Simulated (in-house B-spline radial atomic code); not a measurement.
# Tc⁵⁺: excited configurations

Wanted: excitation energies of Tc⁵⁺ as differences of total energies (ΔSCF).

The numbers are computed with in-house B-spline radial atomic code version 1 (Dirac-Hartree-Fock, average of configuration, Fermi nucleus, basis-set limit), except any that are marked as measured or tabulated.

### Step 1. Starting point

- element: technetium (Z = 43)
- charge: +5
- electrons: 38
- configuration: [Kr] 4d2
- Hamiltonian: Dirac-Coulomb
- nucleus: Fermi, rms radius 4.411 fm

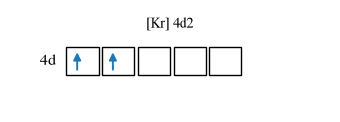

Occupation of the outer shells (arrows by Hund's rule).

The boxes draw the filling by Hund's rule, which heavy ions in jj coupling don't follow; these runs average over all states of the configuration.

The run's settings:

```ini
Z = 43
electrons = 38.0
configuration = [Kr] 4d2
hamiltonian = dirac
method = hf
spin_polarised = False
nucleus = fermi
rms_radius = 4.411169945885085
mass_number = 97
atomic_mass = 96.90636072
speed_of_light = 137.035999084
```

The reference is known from an earlier run: -4278.862754 hartree in all. Up to eight levels, counted from the top:

```
orbital  occupation  energy (eV)  <r> (bohr)
  3p3/2           4      -520.73      0.4169
  3d3/2           4      -348.43      0.3955
  3d5/2           6      -344.51      0.3989
  4s1/2           2      -152.34       1.039
  4p1/2           2      -119.46       1.113
  4p3/2           4      -116.12       1.137
  4d3/2         0.8      -71.855       1.374
  4d5/2         1.2      -71.466       1.383
```

### Step 2. Configuration [Kr] 4d1 7g1

The settings differ from step 1 so:

```diff
@@ -2,3 +2,3 @@
 electrons = 38.0
-configuration = [Kr] 4d2
+configuration = [Kr] 4d1 7g1
 hamiltonian = dirac
```

From the run's result record (rounded, not every field):

```text
{
  "status": "converged",
  "iterations": 9,
  "energy [hartree]": {"total": -4276.62266602, "kinetic": 4443.6913901, "nuclear": -10226.1577188, "coulomb": 1629.55788833, "exact_exchange": -123.714225652},
  "breit [hartree]": {"gaunt": 2.923477, "retardation": -0.2910761, "frequency_dependence": -0.01920942},
  "qed [hartree]": {"self_energy": 1.965151, "uehling": -0.2285591, "wichmann_kroll": 0.003595771},
  "recoil [hartree]": 0.01700306,
  "total_with_corrections [hartree]": -4272.25228401,
  "orbitals [hartree, bohr; first row names the columns]": [
    ["name", "occ", "eps", "<r>"],
    ["1s1/2", 2.0, -781.20723, 0.034272],
    ["2s1/2", 2.0, -116.93184, 0.14894],
    ["2p1/2", 2.0, -107.69956, 0.12717],
    ["2p3/2", 4.0, -103.32807, 0.13179],
    ["3s1/2", 2.0, -24.092652, 0.41213],
    ["3p1/2", 2.0, -20.492722, 0.40661],
    ["3p3/2", 4.0, -19.733451, 0.41661],
    ["3d3/2", 4.0, -13.399441, 0.3952],
    ["3d5/2", 6.0, -13.255391, 0.39856],
    ["4s1/2", 2.0, -6.1204441, 1.0286],
    ["4p1/2", 2.0, -4.8893531, 1.0967],
    ["4p3/2", 4.0, -4.7625667, 1.1188],
    ["4d3/2", 0.4, -3.1251749, 1.3225],
    ["4d5/2", 0.6, -3.1095793, 1.3305],
    ["7g7/2", 0.44444, -0.36909821, 10.501],
    ["7g9/2", 0.55556, -0.36910669, 10.501]
  ],
  "sum_r [bohr^k]": {"-1": 237.8191, "1": 28.97849, "2": 141.2972},
  "energy_minus_base [hartree]": 2.24008773,
  "energy_minus_base_with_corrections [hartree]": 2.24059257
}
```

It took 1.4 s on 1 thread, shared host.

energy_minus_base is the energy less that of the reference run.

### Step 3. [Ar] 3d9 4s2 4p6 4d2 7s1

The settings differ from step 2 so:

```diff
@@ -2,3 +2,3 @@
 electrons = 38.0
-configuration = [Kr] 4d1 7g1
+configuration = [Ar] 3d9 4s2 4p6 4d2 7s1
 hamiltonian = dirac
```

Results of the run:

```text
{
  "status": "converged",
  "iterations": 9,
  "energy [hartree]": {"total": -4267.19815059, "kinetic": 4434.56113337, "nuclear": -10183.3264593, "coulomb": 1602.53183889, "exact_exchange": -120.964663581},
  "breit [hartree]": {"gaunt": 2.920075, "retardation": -0.2908849, "frequency_dependence": -0.01927819},
  "qed [hartree]": {"self_energy": 1.96657, "uehling": -0.2286946, "wichmann_kroll": 0.003597906},
  "recoil [hartree]": 0.01701996,
  "total_with_corrections [hartree]": -4262.82974521,
  "orbitals [hartree, bohr; first row names the columns]": [
    ["name", "occ", "eps", "<r>"],
    ["1s1/2", 2.0, -782.24503, 0.034273],
    ["2s1/2", 2.0, -118.00342, 0.14888],
    ["2p1/2", 2.0, -108.76964, 0.12711],
    ["2p3/2", 4.0, -104.39737, 0.13172],
    ["3s1/2", 2.0, -24.796673, 0.40912],
    ["3p1/2", 2.0, -21.182712, 0.40294],
    ["3p3/2", 4.0, -20.408922, 0.4127],
    ["3d3/2", 3.6, -14.196412, 0.38829],
    ["3d5/2", 5.4, -14.048682, 0.39148],
    ["4s1/2", 2.0, -6.2996124, 1.007],
    ["4p1/2", 2.0, -5.047651, 1.0696],
    ["4p3/2", 4.0, -4.9124, 1.0912],
    ["4d3/2", 0.8, -3.2010062, 1.2744],
    ["4d5/2", 1.2, -3.1834581, 1.2822],
    ["7s1/2", 1.0, -0.71581324, 6.3366]
  ],
  "sum_r [bohr^k]": {"-1": 236.823, "1": 25.34674, "2": 62.03251},
  "energy_minus_base [hartree]": 11.6646032,
  "energy_minus_base_with_corrections [hartree]": 11.6631314
}
```

Run time: 1.2 s. Hardware: 1 thread, shared host.

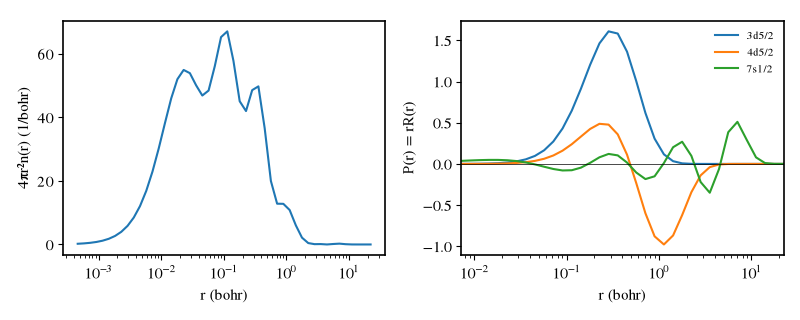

Radial density (left) and the radial functions of 3d5/2, 4d5/2, 7s1/2 (right).

Clear maxima of the radial density (full grid of the record): 0.023, 0.11, 0.36, 3.5, 7.0 bohr.

X-ray form factor of the spherical density:

```
sinθ/λ (1/Å)  f (electrons)
           0         38.000
         0.1         35.739
         0.2         32.623
         0.3         28.684
         0.4         24.966
         0.6         19.617
         0.8         16.147
           1         13.323
         1.4          8.958
         1.8          6.613
         2.5          4.954
           4          2.724
           6          1.421
```

### Step 4. Run with [Kr] 4d1 8g1

The settings differ from step 3 so:

```diff
@@ -2,3 +2,3 @@
 electrons = 38.0
-configuration = [Ar] 3d9 4s2 4p6 4d2 7s1
+configuration = [Kr] 4d1 8g1
 hamiltonian = dirac
```

Results of the run:

```text
{
  "status": "converged",
  "iterations": 9,
  "energy [hartree]": {"total": -4276.53614377, "kinetic": 4443.60488657, "nuclear": -10224.9100855, "coulomb": 1628.48322971, "exact_exchange": -123.714174604},
  "breit [hartree]": {"gaunt": 2.923478, "retardation": -0.2910763, "frequency_dependence": -0.01920943},
  "qed [hartree]": {"self_energy": 1.965151, "uehling": -0.2285591, "wichmann_kroll": 0.003595771},
  "recoil [hartree]": 0.01700257,
  "total_with_corrections [hartree]": -4272.16576144,
  "orbitals [hartree, bohr; first row names the columns]": [
    ["name", "occ", "eps", "<r>"],
    ["1s1/2", 2.0, -781.23625, 0.034272],
    ["2s1/2", 2.0, -116.96087, 0.14894],
    ["2p1/2", 2.0, -107.72859, 0.12717],
    ["2p3/2", 4.0, -103.3571, 0.13179],
    ["3s1/2", 2.0, -24.121698, 0.41213],
    ["3p1/2", 2.0, -20.521767, 0.40661],
    ["3p3/2", 4.0, -19.762497, 0.41661],
    ["3d3/2", 4.0, -13.428484, 0.3952],
    ["3d5/2", 6.0, -13.284435, 0.39856],
    ["4s1/2", 2.0, -6.1495237, 1.0286],
    ["4p1/2", 2.0, -4.9184212, 1.0967],
    ["4p3/2", 4.0, -4.7916323, 1.1188],
    ["4d3/2", 0.4, -3.1541868, 1.3224],
    ["4d5/2", 0.6, -3.1385878, 1.3303],
    ["8g7/2", 0.44444, -0.28257652, 14.235],
    ["8g9/2", 0.55556, -0.28258291, 14.235]
  ],
  "sum_r [bohr^k]": {"-1": 237.79, "1": 32.71203, "2": 245.5967},
  "energy_minus_base [hartree]": 2.32660998,
  "energy_minus_base_with_corrections [hartree]": 2.32711514
}
```

Run time: 1.5 s. Hardware: 1 thread, shared host.

### Step 5. Run with [Ar] 3d9 4s2 4p6 4d2 6p1

The settings differ from step 4 so:

```diff
@@ -2,3 +2,3 @@
 electrons = 38.0
-configuration = [Kr] 4d1 8g1
+configuration = [Ar] 3d9 4s2 4p6 4d2 6p1
 hamiltonian = dirac
```

Results of the run:

```text
{
  "status": "converged",
  "iterations": 9,
  "energy [hartree]": {"total": -4267.47347899, "kinetic": 4434.82918878, "nuclear": -10186.6165172, "coulomb": 1605.28850952, "exact_exchange": -120.974660087},
  "breit [hartree]": {"gaunt": 2.920278, "retardation": -0.2909324, "frequency_dependence": -0.01928435},
  "qed [hartree]": {"self_energy": 1.966427, "uehling": -0.2286782, "wichmann_kroll": 0.003597651},
  "recoil [hartree]": 0.01702053,
  "total_with_corrections [hartree]": -4263.10505005,
  "orbitals [hartree, bohr; first row names the columns]": [
    ["name", "occ", "eps", "<r>"],
    ["1s1/2", 2.0, -782.16665, 0.034273],
    ["2s1/2", 2.0, -117.92643, 0.14888],
    ["2p1/2", 2.0, -108.69295, 0.12711],
    ["2p3/2", 4.0, -104.32073, 0.13172],
    ["3s1/2", 2.0, -24.721231, 0.40915],
    ["3p1/2", 2.0, -21.10814, 0.40294],
    ["3p3/2", 4.0, -20.334399, 0.41271],
    ["3d3/2", 3.6, -14.121448, 0.38831],
    ["3d5/2", 5.4, -13.973733, 0.39151],
    ["4s1/2", 2.0, -6.227698, 1.0074],
    ["4p1/2", 2.0, -4.9774885, 1.0699],
    ["4p3/2", 4.0, -4.8423611, 1.0915],
    ["4d3/2", 0.8, -3.1314358, 1.2762],
    ["4d5/2", 1.2, -3.1139325, 1.2841],
    ["6p1/2", 0.33333, -0.99824955, 4.4247],
    ["6p3/2", 0.66667, -0.98775568, 4.4732]
  ],
  "sum_r [bohr^k]": {"-1": 236.8995, "1": 23.47393, "2": 39.5148},
  "energy_minus_base [hartree]": 11.3892748,
  "energy_minus_base_with_corrections [hartree]": 11.3878265
}
```

It took 1.2 s on 1 thread, shared host.

### Step 6. Run with [Ar] 3d10 4s2 4p5 4d3

The settings differ from step 5 so:

```diff
@@ -2,3 +2,3 @@
 electrons = 38.0
-configuration = [Ar] 3d9 4s2 4p6 4d2 6p1
+configuration = [Ar] 3d10 4s2 4p5 4d3
 hamiltonian = dirac
```

Results of the run:

```text
{
  "status": "converged",
  "iterations": 9,
  "energy [hartree]": {"total": -4277.22442676, "kinetic": 4444.12524585, "nuclear": -10245.0204689, "coulomb": 1646.94808091, "exact_exchange": -123.277284597},
  "breit [hartree]": {"gaunt": 2.919876, "retardation": -0.2905446, "frequency_dependence": -0.01913548},
  "qed [hartree]": {"self_energy": 1.964884, "uehling": -0.2285469, "wichmann_kroll": 0.003595564},
  "recoil [hartree]": 0.0169958,
  "total_with_corrections [hartree]": -4272.85730315,
  "orbitals [hartree, bohr; first row names the columns]": [
    ["name", "occ", "eps", "<r>"],
    ["1s1/2", 2.0, -780.75074, 0.034272],
    ["2s1/2", 2.0, -116.42893, 0.14894],
    ["2p1/2", 2.0, -107.20019, 0.12718],
    ["2p3/2", 4.0, -102.8278, 0.1318],
    ["3s1/2", 2.0, -23.597169, 0.41226],
    ["3p1/2", 2.0, -19.99403, 0.40729],
    ["3p3/2", 4.0, -19.235323, 0.41736],
    ["3d3/2", 4.0, -12.912597, 0.39521],
    ["3d5/2", 6.0, -12.768715, 0.39858],
    ["4s1/2", 2.0, -5.6109753, 1.0362],
    ["4p1/2", 1.6667, -4.4642231, 1.1077],
    ["4p3/2", 3.3333, -4.3412241, 1.1306],
    ["4d3/2", 1.2, -2.663402, 1.3649],
    ["4d5/2", 1.8, -2.6484523, 1.3737]
  ],
  "sum_r [bohr^k]": {"-1": 238.2577, "1": 20.22659, "2": 19.70731},
  "energy_minus_base [hartree]": 1.63832699,
  "energy_minus_base_with_corrections [hartree]": 1.63557343
}
```

Run time: 0.91 s. Hardware: 1 thread, shared host.

### Step 7. Run with [Ar] 3d9 4s2 4p6 4d2 8f1

The settings differ from step 6 so:

```diff
@@ -2,3 +2,3 @@
 electrons = 38.0
-configuration = [Ar] 3d10 4s2 4p5 4d3
+configuration = [Ar] 3d9 4s2 4p6 4d2 8f1
 hamiltonian = dirac
```

Results of the run:

```text
{
  "status": "converged",
  "iterations": 9,
  "energy [hartree]": {"total": -4266.78900423, "kinetic": 4434.13479662, "nuclear": -10179.1290786, "coulomb": 1599.16141117, "exact_exchange": -120.956133378},
  "breit [hartree]": {"gaunt": 2.919911, "retardation": -0.2908695, "frequency_dependence": -0.01927967},
  "qed [hartree]": {"self_energy": 1.966431, "uehling": -0.2286797, "wichmann_kroll": 0.003597673},
  "recoil [hartree]": 0.01701796,
  "total_with_corrections [hartree]": -4262.42087529,
  "orbitals [hartree, bohr; first row names the columns]": [
    ["name", "occ", "eps", "<r>"],
    ["1s1/2", 2.0, -782.34008, 0.034273],
    ["2s1/2", 2.0, -118.0962, 0.14888],
    ["2p1/2", 2.0, -108.86311, 0.12711],
    ["2p3/2", 4.0, -104.49079, 0.13172],
    ["3s1/2", 2.0, -24.886821, 0.40912],
    ["3p1/2", 2.0, -21.273588, 0.40292],
    ["3p3/2", 4.0, -20.499737, 0.41269],
    ["3d3/2", 3.6, -14.287667, 0.38826],
    ["3d5/2", 5.4, -14.139917, 0.39146],
    ["4s1/2", 2.0, -6.3867104, 1.0071],
    ["4p1/2", 2.0, -5.1358144, 1.0694],
    ["4p3/2", 4.0, -5.0005172, 1.0909],
    ["4d3/2", 0.8, -3.2891079, 1.2735],
    ["4d5/2", 1.2, -3.2715299, 1.2813],
    ["8f5/2", 0.42857, -0.30665488, 13.614],
    ["8f7/2", 0.57143, -0.30661559, 13.617]
  ],
  "sum_r [bohr^k]": {"-1": 236.7254, "1": 32.62266, "2": 227.2199},
  "energy_minus_base [hartree]": 12.0737495,
  "energy_minus_base_with_corrections [hartree]": 12.0720013
}
```

Wall time 1.6 s (1 thread, shared host).

### Step 8. All configurations in order

| net move | configuration | energy above the reference (eV) | with Breit, QED, recoil (eV) | largest <r> (bohr) |
| --- | --- | --- | --- | --- |
| 4p → 4d | [Ar] 3d10 4s2 4p5 4d3 | 44.581 | 44.506 | 1.37 |
| 4d → 7g | [Kr] 4d1 7g1 | 60.956 | 60.970 | 10.5 |
| 4d → 8g | [Kr] 4d1 8g1 | 63.310 | 63.324 | 14.2 |
| 3d → 6p | [Ar] 3d9 4s2 4p6 4d2 6p1 | 309.92 | 309.88 | 4.47 |
| 3d → 7s | [Ar] 3d9 4s2 4p6 4d2 7s1 | 317.41 | 317.37 | 6.34 |
| 3d → 8f | [Ar] 3d9 4s2 4p6 4d2 8f1 | 328.54 | 328.50 | 13.6 |

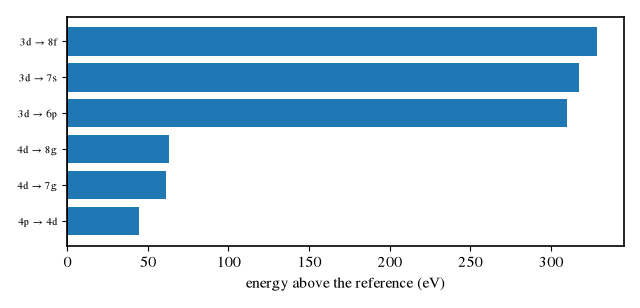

The configurations in order of energy, labelled by the net move of electrons.

Quantum defects of the promoted electron, δ = n − ζ/√(−2ε) with ζ = 6 and ε its orbital energy in hartree:

| promotion | δ |
| --- | --- |
| 4d → 7g | 0.017 |
| 4d → 8g | 0.019 |
| 3d → 6p | 1.739 |
| 3d → 7s | 1.985 |
| 3d → 8f | 0.338 |

What this shows: The lowest of them is 4p → 4d at 44.581 eV and the highest 3d → 8f at 328.54 eV. Koopmans' estimate of the ionisation threshold is 71.466 eV; 3 configurations exceed it by over 2 % and could autoionise. Of those tabulated, the defect is largest for 7s (1.99) and least for 7g (0.02): low angular momentum penetrates the core, high angular momentum stays outside it. Two partly filled shells share a symmetry and can mix in the average, which may lower the energy, for: 3d → 6p; 3d → 7s; 3d → 8f. These are averages over configurations, without correlation, not spectroscopic levels.
